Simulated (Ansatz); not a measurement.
# CH₆B₂ClN: geometry and vibrations

The task is to find a stationary geometry of CH₆B₂ClN, check the end point by its vibrations and derive ideal-gas thermochemistry, and look at its orbitals and charge.

Computed with Ansatz 0.2.0, Gaussian basis. Level: RKS PBE0-D4/def2-TZVP.

Levels to be run: relaxation at PBE-D4/def2-SVP; relaxation at PBE0-D4/def2-TZVP; harmonic vibrations at the same level; a single point in def2-TZVPP for the fields.

## Step 1: Where the work starts

11 atoms, charge 0, spin multiplicity 1.

Atoms are counted from 1 here; the program's logs count them from 0.

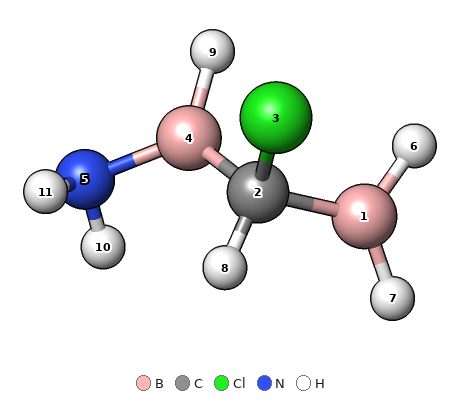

Start geometry, drawn with boron pink, carbon grey, chlorine green, nitrogen blue, hydrogen white; atoms are numbered from 1 in the order of the file.

The start is a force-field geometry with small random shifts, so a cheaper pass at PBE-D4/def2-SVP comes first.

## Step 2: Geometry optimisation, PBE-D4/def2-SVP (cheap first pass)

in.yaml

```yaml
crystal:
  periodic: [false, false, false]
  atoms:
    - {symbol: B, position_ang: [1.252600, 0.585900, 1.145600]}
    - {symbol: C, position_ang: [0.322400, -0.498800, 0.439300]}
    - {symbol: Cl, position_ang: [-0.224700, -1.679200, 1.647200]}
    - {symbol: B, position_ang: [-0.880900, 0.169700, -0.243900]}
    - {symbol: N, position_ang: [-1.182000, 0.029300, -1.757600]}
    - {symbol: H, position_ang: [0.752500, 1.303700, 2.005300]}
    - {symbol: H, position_ang: [2.347900, 0.807300, 0.794700]}
    - {symbol: H, position_ang: [0.975400, -0.995500, -0.336000]}
    - {symbol: H, position_ang: [-1.738800, 0.756800, 0.464700]}
    - {symbol: H, position_ang: [-0.345800, 0.446200, -2.191600]}
    - {symbol: H, position_ang: [-1.213100, -0.982400, -1.947000]}
basis:
  gaussian: {orbitals: def2-SVP}
hamiltonian: {xc: pbe, dispersion: d4}
relax: {f_tol: 0.03, max_steps: 200}
```

The run is started by

```console
> ansatz run in.yaml --threads 4 --pin off --events-out ev --progress --plain --max-ram 10444MiB
```

What it wrote, cut to the lines that bear on the results:

```text
Functional definition: PBE
  name "PBE"
  cite "Perdew, Burke & Ernzerhof, Phys. Rev. Lett. 77, 3865 (1996) doi:10.1103/PhysRevLett.77.3865"
  parent pbe
[...]
1181 factors; their error is unknown
[...]
mean field -16480.95240484 eV, -605.6638296871 hartree, gradient 1.0e-5 eV, S^2 0.000000; 0 other end points of the search recorded, 0 dependent functions left out
[...]
reference -16480.95244144 eV, -605.6638310323 hartree; 23, 23 occupied and 81, 81 virtual orbitals, 1181 factors
relax step   1: F+E_penalty+E_count = -16481.17259018 eV  Δ(F+E_penalty+E_count) = +0.000e0 eV  max|allowed force component| = 2.640e0 eV/Å  Δτ_max = 0.0000 Å  (29 SCF iters, accepted)
[...]
relax step   6: F+E_penalty+E_count = -16481.81029145 eV  Δ(F+E_penalty+E_count) = -1.612e-1 eV  max|allowed force component| = 1.740e0 eV/Å  Δτ_max = 0.1906 Å  (36 SCF iters, accepted)
[...]
relax step  11: F+E_penalty+E_count = -16482.90577730 eV  Δ(F+E_penalty+E_count) = -3.236e-3 eV  max|allowed force component| = 1.751e0 eV/Å  Δτ_max = 0.1942 Å  (29 SCF iters, accepted)
[...]
relax step  16: F+E_penalty+E_count = -16483.00940806 eV  Δ(F+E_penalty+E_count) = -6.582e-4 eV  max|allowed force component| = 5.157e-2 eV/Å  Δτ_max = 0.0301 Å  (31 SCF iters, accepted)
[...]
relax step  21: F+E_penalty+E_count = -16483.01268348 eV  Δ(F+E_penalty+E_count) = -3.166e-4 eV  max|allowed force component| = 3.381e-2 eV/Å  Δτ_max = 0.0379 Å  (29 SCF iters, accepted)
[...]
relax step  22: F+E_penalty+E_count = -16483.01300792 eV  Δ(F+E_penalty+E_count) = -3.244e-4 eV  max|allowed force component| = 1.715e-2 eV/Å  Δτ_max = 0.0174 Å  (30 SCF iters, accepted)
1181 factors; their error is unknown
mean field -16482.78894172 eV, -605.7313211724 hartree, gradient 2.7e-5 eV, S^2 0.000000; 1 other end points of the search recorded, 0 dependent functions left out
[...]
reference -16482.78897870 eV, -605.7313225316 hartree; 23, 23 occupied and 81, 81 virtual orbitals, 1181 factors
Total energy: -16483.01304490 eV, -605.7395568125 hartree
Atom 0 at     1.223569     0.519471     1.161476 Å, force    -0.000727     0.004390    -0.005433 eV/Å
Atom 1 at     0.388103    -0.627862     0.576177 Å, force    -0.013186    -0.006085     0.012241 eV/Å
Atom 2 at    -0.682310    -1.570406     1.716405 Å, force     0.011472     0.010001    -0.010720 eV/Å
Atom 3 at    -0.691065     0.214707    -0.281310 Å, force     0.002164     0.005471    -0.017150 eV/Å
Atom 4 at    -0.868938    -0.042000    -1.642068 Å, force     0.010912    -0.013411     0.003907 eV/Å
Atom 5 at     0.994311     1.004686     2.250489 Å, force    -0.000106    -0.001892     0.001522 eV/Å
Atom 6 at     2.065275     1.024543     0.435940 Å, force    -0.000232    -0.001994     0.005422 eV/Å
Atom 7 at     0.916909    -1.349914    -0.076218 Å, force     0.001552    -0.005868    -0.002763 eV/Å
Atom 8 at    -1.364788     1.078330     0.245839 Å, force    -0.000687    -0.003075     0.000187 eV/Å
Atom 9 at    -1.568903     0.442262    -2.205379 Å, force    -0.002257     0.000127     0.002494 eV/Å
Atom 10 at    -0.346663    -0.750818    -2.160650 Å, force    -0.008905     0.012335     0.010292 eV/Å
Dipole moment:     0.003667    -0.034901    -0.730928 e Å
```

Wall time 13 s (4 threads of Intel Xeon 6975P-C, shared host).

Step by step:

| step | energy from step 1 (eV) | largest force component (eV/Å) |
| --- | --- | --- |
| 1 | 0.0000 | 2.6398 |
| 2 | -0.2651 | 1.3678 |
| 3 | -0.3715 | 0.7098 |
| 4 | -0.4012 | 0.1472 |
| 5 | -0.4765 | 0.7192 |
| 6 | -0.6377 | 1.7402 |
| 7 | -0.8862 | 2.0938 |
| 8 | -1.2361 | 1.6294 |
| 9 | -1.5794 | 1.3896 |
| 10 | -1.7300 | 0.7845 |
| 11 | -1.7332 | 1.7508 |
| 12 | -1.8034 | 0.5387 |
| 13 | -1.8287 | 0.4365 |
| 14 | -1.8353 | 0.0992 |
| 15 | -1.8362 | 0.0377 |
| 16 | -1.8368 | 0.0516 |
| 17 | -1.8383 | 0.0867 |
| 18 | -1.8389 | 0.0975 |
| 19 | -1.8393 | 0.0882 |
| 20 | -1.8398 | 0.0618 |
| 21 | -1.8401 | 0.0338 |
| 22 | -1.8404 | 0.0171 |

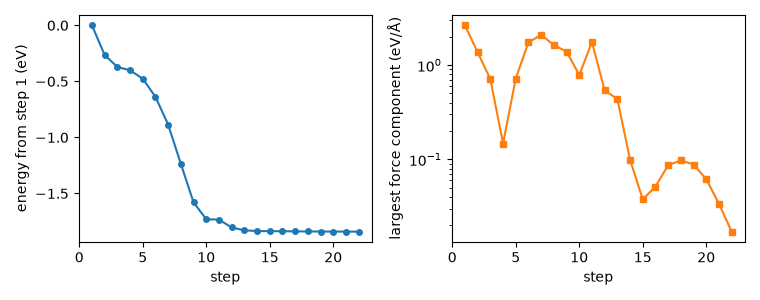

Energy and largest force along the relaxation.

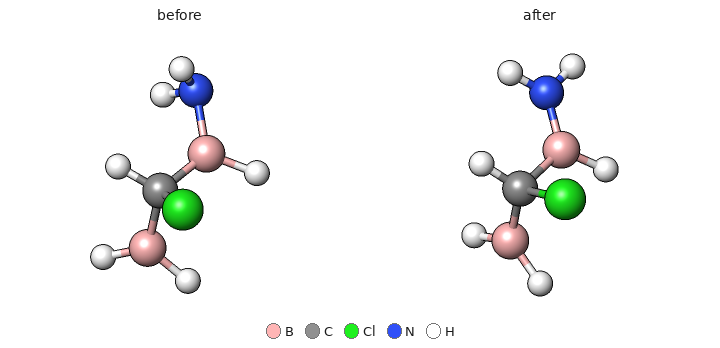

Before and after, at one scale.

Distances of close pairs at the start and the end, largest changes first:

| bond | before (Å) | after (Å) | change (Å) |
| --- | --- | --- | --- |
| B4–N5 | 1.550 | 1.396 | -0.154 |
| C2–B4 | 1.537 | 1.615 | +0.079 |
| B1–C2 | 1.594 | 1.535 | -0.059 |
| C2–Cl3 | 1.775 | 1.826 | +0.051 |
| B1–H7 | 1.171 | 1.221 | +0.049 |
| B4–H9 | 1.258 | 1.216 | -0.043 |
| C2–H8 | 1.129 | 1.108 | -0.021 |
| B1–H6 | 1.227 | 1.214 | -0.012 |

## Step 3: Optimising with PBE0-D4/def2-TZVP

in.yaml

```yaml
crystal:
  periodic: [false, false, false]
  atoms:
    - {symbol: B, position_ang: [1.223569, 0.519471, 1.161476]}
    - {symbol: C, position_ang: [0.388103, -0.627862, 0.576177]}
    - {symbol: Cl, position_ang: [-0.682310, -1.570406, 1.716405]}
    - {symbol: B, position_ang: [-0.691065, 0.214707, -0.281310]}
    - {symbol: N, position_ang: [-0.868938, -0.042000, -1.642068]}
    - {symbol: H, position_ang: [0.994311, 1.004686, 2.250489]}
    - {symbol: H, position_ang: [2.065275, 1.024543, 0.435940]}
    - {symbol: H, position_ang: [0.916909, -1.349914, -0.076218]}
    - {symbol: H, position_ang: [-1.364788, 1.078330, 0.245839]}
    - {symbol: H, position_ang: [-1.568903, 0.442262, -2.205379]}
    - {symbol: H, position_ang: [-0.346663, -0.750818, -2.160650]}
basis:
  gaussian: {orbitals: def2-TZVP}
hamiltonian: {xc: pbe0, dispersion: d4}
relax: {f_tol: 0.005, max_steps: 150}
```

Same command.

What it wrote, cut to the lines that bear on the results:

```text
Functional definition: PBE0
  name "PBE0"
  cite "Adamo & Barone, J. Chem. Phys. 110, 6158 (1999) doi:10.1063/1.478522"
  cite "Perdew, Burke & Ernzerhof, Phys. Rev. Lett. 77, 3865 (1996) doi:10.1103/PhysRevLett.77.3865"
  parent pbe
[...]
1205 factors; their error is unknown
[...]
mean field -16493.27263562 eV, -606.1165898175 hartree, gradient 3.6e-5 eV, S^2 0.000000; 0 other end points of the search recorded, 0 dependent functions left out
[...]
reference -16493.27267029 eV, -606.1165910913 hartree; 23, 23 occupied and 174, 174 virtual orbitals, 1205 factors
relax step   1: F+E_penalty+E_count = -16493.46204191 eV  Δ(F+E_penalty+E_count) = +0.000e0 eV  max|allowed force component| = 4.645e-1 eV/Å  Δτ_max = 0.0000 Å  (28 SCF iters, accepted)
[...]
Atom 1 at     0.303236    -0.583569     0.601880 Å, force    -0.001028     0.003025     0.001232 eV/Å
Atom 2 at    -0.632242    -1.488631     1.843766 Å, force     0.000230     0.000339    -0.000551 eV/Å
Atom 3 at    -0.786509     0.177245    -0.288848 Å, force     0.003683    -0.000134     0.002594 eV/Å
Atom 4 at    -0.824599    -0.003713    -1.660965 Å, force     0.001283    -0.002113    -0.002621 eV/Å
Atom 5 at     1.157329     0.951731     2.232649 Å, force     0.000613     0.000121    -0.000363 eV/Å
Atom 6 at     2.055064     0.953892     0.364582 Å, force     0.000173     0.000381    -0.000246 eV/Å
Atom 7 at     0.815073    -1.325370    -0.017164 Å, force     0.000455     0.000285     0.000017 eV/Å
Atom 8 at    -1.574191     0.913894     0.225286 Å, force    -0.000232    -0.000745    -0.000255 eV/Å
Atom 9 at    -1.501013     0.453856    -2.247966 Å, force    -0.000438     0.000112    -0.000487 eV/Å
Atom 10 at    -0.197645    -0.609922    -2.163520 Å, force    -0.001932     0.001874     0.001338 eV/Å
Dipole moment:     0.094659     0.063956    -0.717127 e Å
```

Wall time 29 s (4 threads of Intel Xeon 6975P-C, shared host).

Step by step:

| step | energy from step 1 (eV) | largest force component (eV/Å) |
| --- | --- | --- |
| 1 | 0.0000 | 0.4645 |
| 2 | -0.0441 | 0.1776 |
| 3 | -0.0483 | 0.1890 |
| 4 | -0.0512 | 0.0713 |
| 5 | -0.0517 | 0.0387 |
| 6 | -0.0523 | 0.0337 |
| 7 | -0.0527 | 0.0488 |
| 8 | -0.0531 | 0.0299 |
| 9 | -0.0533 | 0.0228 |
| 10 | -0.0534 | 0.0280 |
| 11 | -0.0536 | 0.0508 |
| 12 | -0.0534 | 0.0524 |
| 13 | -0.0537 | 0.0318 |
| 14 | -0.0538 | 0.0200 |
| 15 | -0.0538 | 0.0136 |
| 16 | -0.0539 | 0.0065 |
| 17 | -0.0539 | 0.0063 |
| 18 | -0.0539 | 0.0100 |
| 19 | -0.0539 | 0.0068 |
| 20 | -0.0539 | 0.0037 |

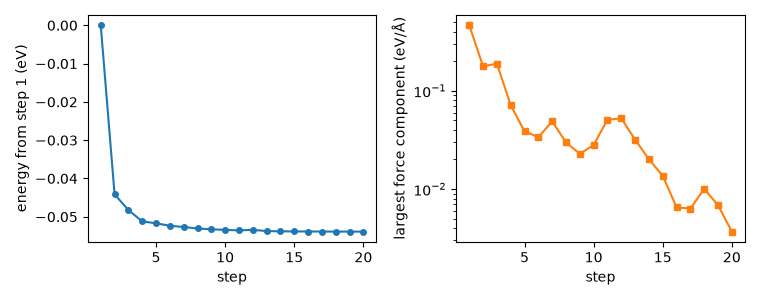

Energy and largest force along the relaxation.

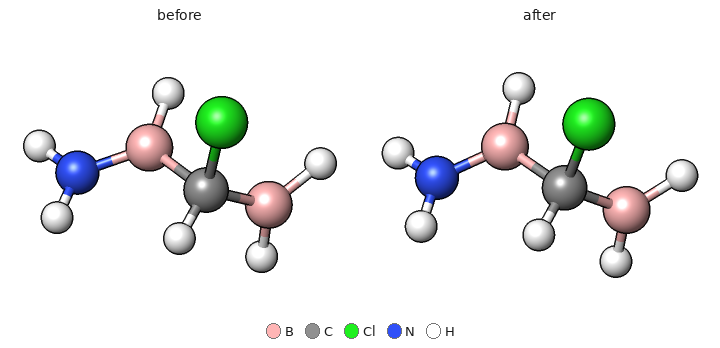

The geometry before (left) and after (right).

Close pairs (by a distance rule), those that changed most:

| bond | before (Å) | after (Å) | change (Å) |
| --- | --- | --- | --- |
| C2–Cl3 | 1.826 | 1.799 | -0.027 |
| B1–H7 | 1.221 | 1.199 | -0.022 |
| B1–H6 | 1.214 | 1.193 | -0.021 |
| B4–H9 | 1.216 | 1.195 | -0.021 |
| C2–B4 | 1.615 | 1.600 | -0.016 |
| N5–H11 | 1.022 | 1.007 | -0.015 |
| N5–H10 | 1.021 | 1.006 | -0.015 |
| C2–H8 | 1.108 | 1.093 | -0.014 |

Mulliken charges at the end point, from the run's report:

| atom | value (e) |
| --- | --- |
| B1 | -0.08 |
| C2 | -0.01 |
| Cl3 | -0.16 |
| B4 | 0.00 |
| N5 | -0.44 |
| H6 | 0.04 |
| H7 | 0.02 |
| H8 | 0.11 |
| H9 | 0.02 |
| H10 | 0.25 |
| H11 | 0.24 |

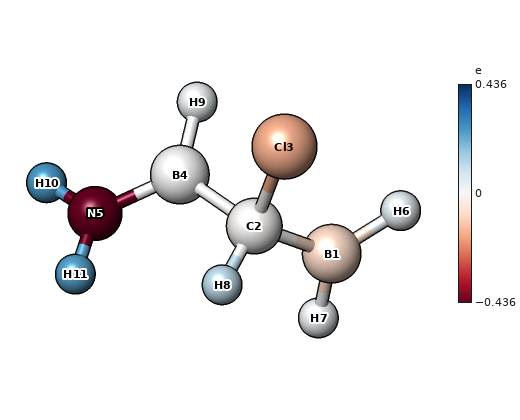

Mulliken charges at the end point, from the run's report, as colours on the atoms.

## Step 4: Force constants and modes

in.yaml

```yaml
crystal:
  periodic: [false, false, false]
  atoms:
    - {symbol: B, position_ang: [1.250997, 0.503586, 1.130999]}
    - {symbol: C, position_ang: [0.303236, -0.583569, 0.601880]}
    - {symbol: Cl, position_ang: [-0.632242, -1.488631, 1.843766]}
    - {symbol: B, position_ang: [-0.786509, 0.177245, -0.288848]}
    - {symbol: N, position_ang: [-0.824599, -0.003713, -1.660965]}
    - {symbol: H, position_ang: [1.157329, 0.951731, 2.232649]}
    - {symbol: H, position_ang: [2.055064, 0.953892, 0.364582]}
    - {symbol: H, position_ang: [0.815073, -1.325370, -0.017164]}
    - {symbol: H, position_ang: [-1.574191, 0.913894, 0.225286]}
    - {symbol: H, position_ang: [-1.501013, 0.453856, -2.247966]}
    - {symbol: H, position_ang: [-0.197645, -0.609922, -2.163520]}
basis:
  gaussian: {orbitals: def2-TZVP}
hamiltonian: {xc: pbe0, dispersion: d4}
phonons: {temperatures: {t_min: 298.15, t_max: 900, t_step: 200}}
```

The command is unchanged.

What it wrote, cut to the lines that bear on the results:

```text
Functional definition: PBE0
  name "PBE0"
  cite "Adamo & Barone, J. Chem. Phys. 110, 6158 (1999) doi:10.1063/1.478522"
  cite "Perdew, Burke & Ernzerhof, Phys. Rev. Lett. 77, 3865 (1996) doi:10.1103/PhysRevLett.77.3865"
  parent pbe
[...]
1205 factors; their error is unknown
[...]
mean field -16493.32731513 eV, -606.1185992521 hartree, gradient 3.2e-5 eV, S^2 0.000000; 0 other end points of the search recorded, 0 dependent functions left out
[...]
reference -16493.32734963 eV, -606.1186005202 hartree; 23, 23 occupied and 174, 174 virtual orbitals, 1205 factors
[...]
1205 factors; their error is unknown
mean field -16493.32724264 eV, -606.1185965883 hartree, gradient 2.9e-6 eV, S^2 0.000000; 0 other end points of the search recorded, 0 dependent functions left out
[...]
reference -16493.32727716 eV, -606.1185978568 hartree; 23, 23 occupied and 174, 174 virtual orbitals, 1205 factors
[...]
Atom 4 at    -0.824599    -0.003713    -1.660965 Å, force     0.001290    -0.002124    -0.002615 eV/Å
Atom 5 at     1.157329     0.951731     2.232649 Å, force     0.000614     0.000118    -0.000387 eV/Å
Atom 6 at     2.055064     0.953892     0.364582 Å, force     0.000176     0.000391    -0.000253 eV/Å
Atom 7 at     0.815073    -1.325370    -0.017164 Å, force     0.000434     0.000285     0.000024 eV/Å
Atom 8 at    -1.574191     0.913894     0.225286 Å, force    -0.000229    -0.000751    -0.000251 eV/Å
Atom 9 at    -1.501013     0.453856    -2.247966 Å, force    -0.000463     0.000127    -0.000506 eV/Å
Atom 10 at    -0.197645    -0.609922    -2.163520 Å, force    -0.001933     0.001852     0.001340 eV/Å
Dipole moment:     0.094658     0.063955    -0.717125 e Å
Vibrations: 22.46 164.56 228.85 249.25 322.03 391.01 593.78 619.06 645.77 808.35 854.40 906.95 934.20 1017.60 1048.18 1080.11 1153.58 1198.29 1249.91 1394.99 1643.24 2581.39 2637.35 2678.45 3084.19 3612.00 3708.84 cm⁻¹, zero-point energy 2.159109 eV
```

Wall time 70 s (4 threads of Intel Xeon 6975P-C, shared host).

Motions are named by where the mode's potential energy lies. Wavenumbers, unscaled:

| mode | cm⁻¹ | motion |
| --- | --- | --- |
| 1 | 22 | torsion |
| 2 | 165 | bend |
| 3 | 229 | torsion with bend |
| 4 | 249 | bend with torsion |
| 5 | 322 | torsion with bend |
| 6 | 391 | bend with torsion |
| 7 | 594 | torsion |
| 8 | 619 | wag or twist |
| 9 | 646 | C–Cl stretch with bend |
| 10 | 808 | bend with B–C stretch |
| 11 | 854 | bend with B–C stretch |
| 12 | 907 | wag or twist |
| 13 | 934 | bend with wag or twist |
| 14 | 1018 | bend with B–C stretch |
| 15 | 1048 | B–C stretch with bend |
| 16 | 1080 | wag or twist with bend |
| 17 | 1154 | bend |
| 18 | 1198 | bend |
| 19 | 1250 | bend with B–C stretch |
| 20 | 1395 | B–N stretch with bend |
| 21 | 1643 | bend |
| 22 | 2581 | B–H stretch |
| 23 | 2637 | B–H stretch |
| 24 | 2678 | B–H stretch |
| 25 | 3084 | C–H stretch |
| 26 | 3612 | N–H stretch |
| 27 | 3709 | N–H stretch |

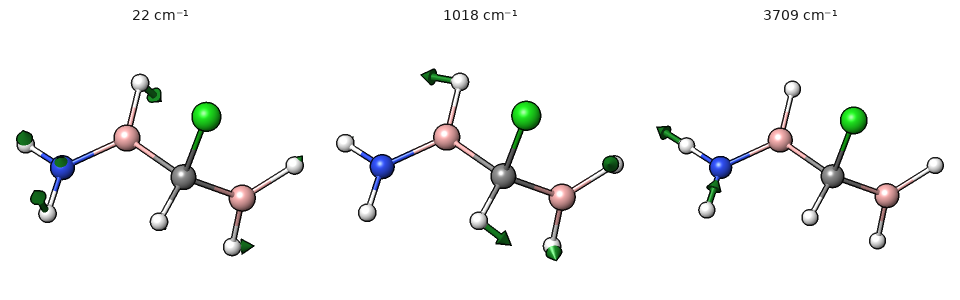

How the atoms move in 3 of the modes.

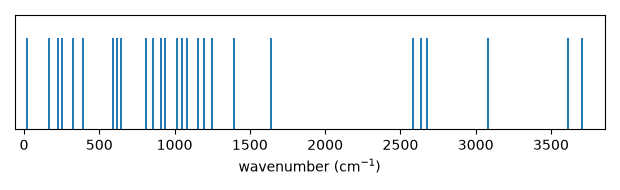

The harmonic wavenumbers as sticks (no intensities were computed).

From these modes and the moments of inertia (298.15 K, 1 bar, symmetry number 1):

| term | value |
| --- | --- |
| zero-point energy | 208.3 kJ/mol |
| H(298) − E | 228.9 kJ/mol |
| entropy, translation | 164.9 J/(mol K) |
| entropy, rotation | 112.1 J/(mol K) |
| entropy, vibration | 71.5 J/(mol K) |
| entropy, total | 348.4 J/(mol K) |

## Step 5: A single point for the fields

Changes to in.yaml since step 4:

```diff
@@ -15,4 +15,4 @@
 basis:
-  gaussian: {orbitals: def2-TZVP}
+  gaussian: {orbitals: def2-TZVPP}
 hamiltonian: {xc: pbe0, dispersion: d4}
-phonons: {temperatures: {t_min: 298.15, t_max: 900, t_step: 200}}
+output: {orbitals: {seedname: orbitals}}
```

Same command.

What it wrote:

```text
Functional definition: PBE0
  name "PBE0"
  cite "Adamo & Barone, J. Chem. Phys. 110, 6158 (1999) doi:10.1063/1.478522"
  cite "Perdew, Burke & Ernzerhof, Phys. Rev. Lett. 77, 3865 (1996) doi:10.1103/PhysRevLett.77.3865"
  parent pbe
  parameter a = 0.25
  parameter kappa = 0.804
  parameter beta = 0.06672455060314922
  exchange = (1 - a)*pbe_x(kappa = kappa, mu = beta*pi^2/3) + a*exact_x
  correlation = pbe_c(beta = beta)
1352 factors; their error is unknown
mean field evaluation 1: about -16484.5628 eV, gradient 6.5e1 eV
mean field evaluation 2: about -16476.8212 eV, gradient 8.4e1 eV
mean field evaluation 4: about -16493.3433 eV, gradient 3.3e0 eV
mean field evaluation 8: about -16493.3709 eV, gradient 5.6e-2 eV
mean field evaluation 16: about -16493.3975 eV, gradient 6.0e-5 eV
mean field -16493.39751396 eV, -606.1211790117 hartree, gradient 6.0e-5 eV, S^2 0.000000; 0 other end points of the search recorded, 0 dependent functions left out
reference -16493.39754847 eV, -606.1211802797 hartree; 23, 23 occupied and 227, 227 virtual orbitals, 1352 factors
Total energy: -16493.58614905 eV, -606.1281112233 hartree
```

It took 1.4 s on 4 threads of Intel Xeon 6975P-C, shared host; peak memory 0.59 GiB.

Orbitals, density, ELF and potential are computed afterwards from the orbital file.

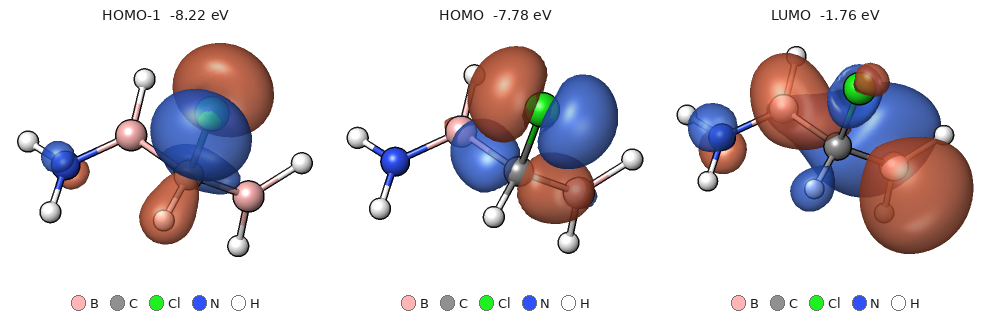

Frontier orbitals at PBE0-D4/def2-TZVPP; each surface holds 70 % of the orbital's density, blue and red mark the sign.

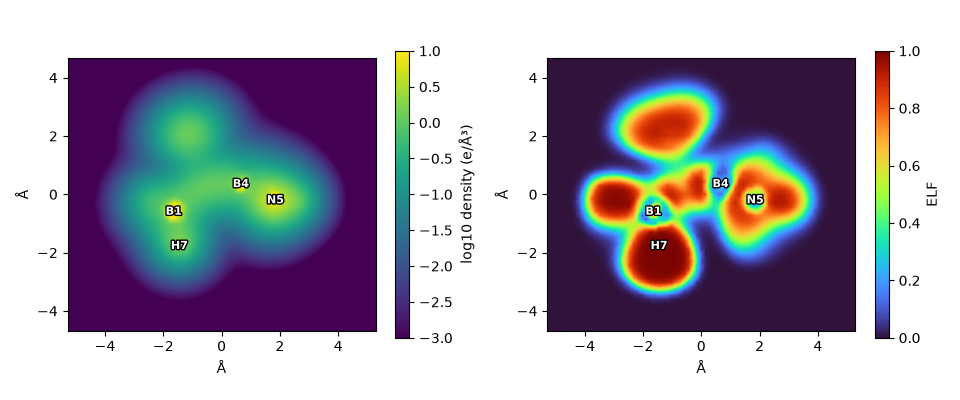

Density (left) and ELF (right) in a plane through or near 4 of the atoms.

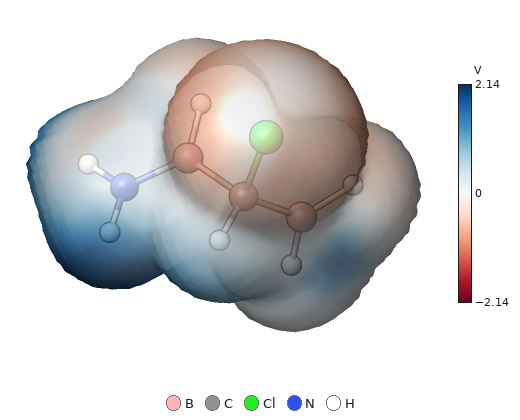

Electrostatic potential on the surface of density 0.002 e/bohr³; red is low, blue high. It runs from -0.92 V near Cl3 to 2.14 V near H11.

## Step 6: What came out

```
                  quantity            value
               point group               C1
                     steps          22 + 20
shift from the start (rms)          0.597 Å
              total energy   -16493.5160 eV
           dispersion term         -189 meV
             dipole moment           3.49 D
lowest, highest wavenumber    22, 3709 cm⁻¹
         zero-point energy     208.3 kJ/mol
       entropy at 298.15 K  348.4 J/(mol K)
                HOMO, LUMO  -7.78, -1.76 eV
```

What this shows: The relaxed geometry lies 0.60 Å (rms) from the start; the bond that changed most is B4–N5, from 1.550 to 1.385 Å. No mode is imaginary: a true minimum at this level. The stiffest mode, 3709 cm⁻¹, is an N–H stretch, and 2 modes under 200 cm⁻¹ make the vibrational entropy uncertain. Harmonic hybrid wavenumbers usually lie a few per cent above measured fundamentals. The largest Mulliken charge, -0.44 e, sits on N5. The HOMO lies mostly on Cl3 65 %; C2 14 % and the LUMO on B1 40 %; H6, H7 about 12 % each.
